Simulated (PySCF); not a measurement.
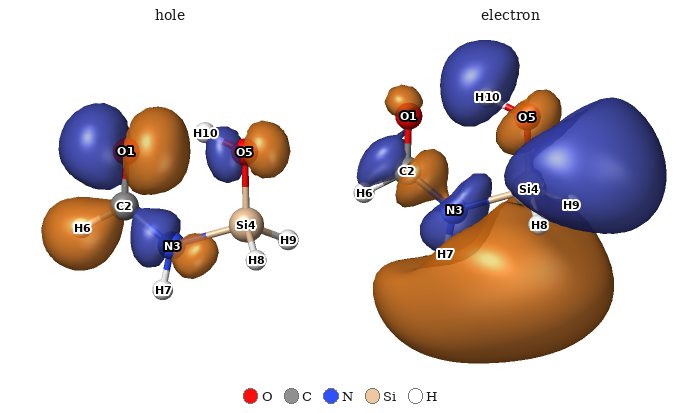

*CH₅NO₂Si, SMILES `O=CN[SiH2]O`. Leading natural transition orbital pair of S₂ (TDA singlet states); the surfaces enclose about 85 % of each orbital's density.*

Method: PBE/def2-SVPD; geometry: GFN2-xTB; program: PySCF. No frequency check shows the geometry to be a minimum.

Geometry (Å), atoms numbered from 1:

```
O1      -1.6413    0.8754    0.0023
C2      -1.5691   -0.3351   -0.0008
N3      -0.4322   -1.0438   -0.0015
Si4      1.1995   -0.3345    0.0011
O5       1.0081    1.2564   -0.0029
H6      -2.4836   -0.9573   -0.0033
H7      -0.5378   -2.0438   -0.0024
H8       1.8253   -0.8001    1.2369
H9       1.8302   -0.8048   -1.2265
H10      0.0787    1.5517   -0.0001
```

Characterise the state.

5.80 eV (214 nm), f = 0.006, n → σ*, charge transfer, whose energy this functional puts too low; the leading pair carries 99 %; hole on O1 (62 %), C2 (11 %) and H6 (9 %), electron on Si4 (46 %), H7 (15 %) and H8 and H9 (9 % each); their centroids lie 3.1 Å apart. In canonical orbitals it is mainly HOMO → LUMO+1 (99 %). The HOMO–LUMO gap is 5.23 eV.
